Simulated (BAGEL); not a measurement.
# One shape, several levels: doublet SiNH3F

Wanted: a comparison of 3 runs (ROHF/6-31G*, ROHF/aug-cc-pVDZ, UHF/aug-cc-pVDZ) of doublet SiNH3F. 

The calculation is run with BAGEL 1.2.2.

## (1) The molecule

SiNH3F: 6 atoms, total charge 0, spin state doublet. SMILES of the parent species: `N[SiH-]F`. The coordinates come from a GFN2-xTB relaxation. This is one conformer, not always the lowest. That shape belongs to the parent species and isn't relaxed for this state.

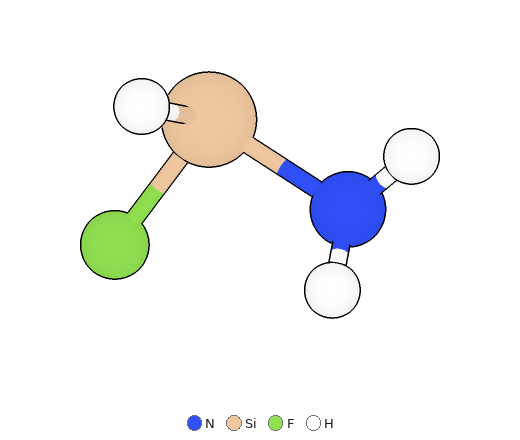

The structure, seen from a chosen angle (nitrogen blue, silicon light orange, fluorine green, hydrogen white).

## (2) A single-point energy at ROHF/6-31G(d) (density fitting with qzvpp-jkfit, spherical functions) (run 1)

The input, hf.json:

```json
{ "bagel": [

{
  "title": "molecule",
  "basis": "6-31gs.json",
  "df_basis": "qzvpp-jkfit",
  "angstrom": true,
  "geometry": [
    { "atom": "N", "xyz": [      -0.706270,       0.064100,      -0.656360 ] },
    { "atom": "Si", "xyz": [      -0.018400,      -0.572650,       0.864030 ] },
    { "atom": "F", "xyz": [       1.343770,      -1.362790,       0.175370 ] },
    { "atom": "H", "xyz": [      -1.421390,       0.759670,      -0.473570 ] },
    { "atom": "H", "xyz": [      -0.032070,       0.487510,      -1.296370 ] },
    { "atom": "H", "xyz": [       0.834370,       0.624160,       1.386900 ] }
  ]
},

{ "title": "rohf", "nopen": 1 },

{ "title": "print", "file": "orbitals.molden", "orbitals": true }

]}
```

The basis set 6-31G* is read from a file made from the Basis Set Exchange's data (not shown).

The run is started by

```console
$ BAGEL_NUM_THREADS=1 BAGEL hf.json > hf.out
```

The log of the run:

```text
* using 1 threads per process

  ===============================================================
  ===============================================================

  *** Geometry ***

  { "atom" : "N", "xyz" : [     -1.334657,      0.121131,     -1.240341 ] },
  { "atom" : "Si", "xyz" : [     -0.034771,     -1.082152,      1.632780 ] },
  { "atom" : "F", "xyz" : [      2.539357,     -2.575300,      0.331401 ] },
  { "atom" : "H", "xyz" : [     -2.686038,      1.435568,     -0.894918 ] },
  { "atom" : "H", "xyz" : [     -0.060604,      0.921260,     -2.449784 ] },
  { "atom" : "H", "xyz" : [      1.576731,      1.179491,      2.620861 ] },

  Number of auxiliary basis functions:      336

  Since a DF basis is specified, we compute 2- and 3-index integrals:
    o Being stored without compression. Storage requirement is 0.007 GB

  Number of basis functions:       52
  Number of electrons      :       33

    * METHOD: MOLECULE                             0.08

  *** Open-shell HF ***

  === Nuclear Repulsion ===
   105.9374502926

      * DIIS with orbital gradients will be used.

  === ROHF iteration (6-31gs.json) ===
      0       -444.28679545          0.06621831           0.03
      1       -444.45196523          0.04261240           0.03
      2       -444.51336320          0.02630920           0.03
      3       -444.55028273          0.00167348           0.03
      4       -444.55104645          0.00069844           0.03
      5       -444.55129310          0.00037620           0.04
      6       -444.55136357          0.00011781           0.03
      7       -444.55139932          0.00003590           0.03
      8       -444.55140910          0.00001398           0.03
      9       -444.55141065          0.00000489           0.03
     10       -444.55141105          0.00000196           0.03
     11       -444.55141121          0.00000096           0.03
     12       -444.55141126          0.00000036           0.03
     13       -444.55141127          0.00000015           0.03
     14       -444.55141128          0.00000005           0.03
     15       -444.55141129          0.00000002           0.03
     16       -444.55141129          0.00000001           0.03
    * SCF iteration converged.

    * S^2 (ROHF) is 0.7500

    * Permanent dipole moment:
           (    0.842395,    -0.656195,    -0.625142) a.u.

    * METHOD: ROHF                                 0.56

    * METHOD: PRINT                                0.01

  ===============================================================
```

Run time: 0.9 s. Hardware: 1 thread of Arm Neoverse V2, shared host; peak memory 0.083 GiB.

## (3) A single-point energy at ROHF/aug-cc-pVDZ (density fitting with qzvpp-jkfit) (run 2)

The input, input.json:

```json
{ "bagel": [

{
  "title": "molecule",
  "basis": "aug-cc-pvdz.json",
  "df_basis": "qzvpp-jkfit",
  "angstrom": true,
  "geometry": [
    { "atom": "N", "xyz": [      -0.706270,       0.064100,      -0.656360 ] },
    { "atom": "Si", "xyz": [      -0.018400,      -0.572650,       0.864030 ] },
    { "atom": "F", "xyz": [       1.343770,      -1.362790,       0.175370 ] },
    { "atom": "H", "xyz": [      -1.421390,       0.759670,      -0.473570 ] },
    { "atom": "H", "xyz": [      -0.032070,       0.487510,      -1.296370 ] },
    { "atom": "H", "xyz": [       0.834370,       0.624160,       1.386900 ] }
  ]
},

{
  "title": "rohf",
  "nopen": 1
},

{
  "title": "print",
  "file": "orbitals.molden",
  "orbitals": true
}

]}
```

The basis set aug-cc-pVDZ is read from a file made from the Basis Set Exchange's data (not shown).

The run is started by

```console
$ BAGEL_NUM_THREADS=1 BAGEL input.json > input.out
```

The log of the run:

```text
* using 1 threads per process

  ===============================================================
  ===============================================================

  *** Geometry ***

  { "atom" : "N", "xyz" : [     -1.334657,      0.121131,     -1.240341 ] },
  { "atom" : "Si", "xyz" : [     -0.034771,     -1.082152,      1.632780 ] },
  { "atom" : "F", "xyz" : [      2.539357,     -2.575300,      0.331401 ] },
  { "atom" : "H", "xyz" : [     -2.686038,      1.435568,     -0.894918 ] },
  { "atom" : "H", "xyz" : [     -0.060604,      0.921260,     -2.449784 ] },
  { "atom" : "H", "xyz" : [      1.576731,      1.179491,      2.620861 ] },

  Number of auxiliary basis functions:      336

  Since a DF basis is specified, we compute 2- and 3-index integrals:
    o Being stored without compression. Storage requirement is 0.027 GB

  Number of basis functions:      100
  Number of electrons      :       33

    * METHOD: MOLECULE                             0.11

  *** Open-shell HF ***

  === Nuclear Repulsion ===
   105.9374502926

      * DIIS with orbital gradients will be used.

  === ROHF iteration (aug-cc-pvdz.json) ===
      0       -444.09177613          0.05375432           0.07
      1       -444.34650736          0.04689425           0.09
      2       -444.49168867          0.02671725           0.07
      3       -444.60265447          0.00277214           0.07
      4       -444.60512982          0.00090841           0.07
      5       -444.60584987          0.00046382           0.07
      6       -444.60607229          0.00018703           0.07
      7       -444.60615334          0.00007273           0.07
      8       -444.60616954          0.00002417           0.07
      9       -444.60617340          0.00001055           0.08
     10       -444.60617410          0.00000449           0.07
     11       -444.60617424          0.00000194           0.07
     12       -444.60617427          0.00000080           0.07
     13       -444.60617428          0.00000034           0.07
     14       -444.60617431          0.00000014           0.07
     15       -444.60617431          0.00000005           0.07
     16       -444.60617432          0.00000003           0.07
     17       -444.60617432          0.00000001           0.07
     18       -444.60617432          0.00000000           0.07
    * SCF iteration converged.

    * S^2 (ROHF) is 0.7500

    * Permanent dipole moment:
           (    0.782524,    -0.681662,    -0.507040) a.u.

    * METHOD: ROHF                                 1.41

    * METHOD: PRINT                                0.02

  ===============================================================
```

It took 1.8 s on 1 thread of Arm Neoverse V2, shared host; peak memory 0.093 GiB.

## (4) The energy at UHF/aug-cc-pVDZ (density fitting with qzvpp-jkfit) (run 3)

Edit input.json of step 3 so:

```diff
@@ -6,3 +6,3 @@
   "df_basis": "qzvpp-jkfit",
-  "angstrom": true,
+  "angstrom": "true",
   "geometry": [
@@ -18,3 +18,3 @@
 {
-  "title": "rohf",
+  "title": "uhf",
   "nopen": 1
@@ -25,3 +25,3 @@
   "file": "orbitals.molden",
-  "orbitals": true
+  "orbitals": "true"
 }
```

The basis set aug-cc-pVDZ is read from a file made from the Basis Set Exchange's data (not shown).

The run is started by

```console
$ BAGEL_NUM_THREADS=1 BAGEL input.json > input.out
```

The log of the run:

```text
* using 1 threads per process

  ===============================================================
  ===============================================================

  *** Geometry ***

  { "atom" : "N", "xyz" : [     -1.334657,      0.121131,     -1.240341 ] },
  { "atom" : "Si", "xyz" : [     -0.034771,     -1.082152,      1.632780 ] },
  { "atom" : "F", "xyz" : [      2.539357,     -2.575300,      0.331401 ] },
  { "atom" : "H", "xyz" : [     -2.686038,      1.435568,     -0.894918 ] },
  { "atom" : "H", "xyz" : [     -0.060604,      0.921260,     -2.449784 ] },
  { "atom" : "H", "xyz" : [      1.576731,      1.179491,      2.620861 ] },

  Number of auxiliary basis functions:      336

  Since a DF basis is specified, we compute 2- and 3-index integrals:
    o Being stored without compression. Storage requirement is 0.027 GB

  Number of basis functions:      100
  Number of electrons      :       33

    * METHOD: MOLECULE                             0.11

  *** Open-shell HF ***

  === Nuclear Repulsion ===
   105.9374502926

      * DIIS with orbital gradients will be used.

  === UHF iteration (aug-cc-pvdz.json) ===
      0       -444.09177613          0.05375432           0.07
      1       -444.35174096          0.04669914           0.10
      2       -444.49726651          0.02651538           0.07
      3       -444.60566787          0.00257381           0.08
      4       -444.60764077          0.00064728           0.08
      5       -444.60794875          0.00032859           0.08
      6       -444.60805618          0.00017788           0.08
      7       -444.60809356          0.00008799           0.08
      8       -444.60810813          0.00003858           0.11
      9       -444.60811324          0.00001958           0.07
     10       -444.60811453          0.00001078           0.07
     11       -444.60811491          0.00000564           0.07
     12       -444.60811500          0.00000195           0.07
     13       -444.60811500          0.00000071           0.07
     14       -444.60811500          0.00000033           0.07
     15       -444.60811500          0.00000018           0.08
     16       -444.60811500          0.00000009           0.08
     17       -444.60811500          0.00000004           0.07
     18       -444.60811500          0.00000003           0.07
     19       -444.60811500          0.00000002           0.08
     20       -444.60811500          0.00000001           0.07
    * SCF iteration converged.

    * S^2 (UHF) is 0.7594

    * Permanent dipole moment:
           (    0.769503,    -0.696838,    -0.496020) a.u.

    * METHOD: UHF                                  1.74

    * METHOD: PRINT                                0.02

  ===============================================================
```

It took 2.1 s on 1 thread of Arm Neoverse V2, shared host; peak memory 0.094 GiB.

## (5) Overview of the runs

```
run                                                                level  energy (Eh)  dipole moment (D)   ⟨S²⟩  wall time
  1  ROHF/6-31G* (density fitting with qzvpp-jkfit, spherical functions)  -444.551411               3.15  0.750      0.9 s
  2                  ROHF/aug-cc-pVDZ (density fitting with qzvpp-jkfit)  -444.606174               2.94  0.750      1.8 s
  3                   UHF/aug-cc-pVDZ (density fitting with qzvpp-jkfit)  -444.608115               2.92  0.759      2.1 s
```

## (6) Summary of results

| quantity | value |
| --- | --- |
| run 3: total energy | -444.60811 Eh |
| run 3: dipole moment | 2.92 D |
| run 3: ⟨S²⟩ | 0.759 |

**Reading.** The dipole moment (its size) runs from 2.92 D (UHF/aug-cc-pVDZ) to 3.15 D (ROHF/6-31G*). The two ends differ in method and basis. All runs together took 4.8 s, the longest 2.1 s.
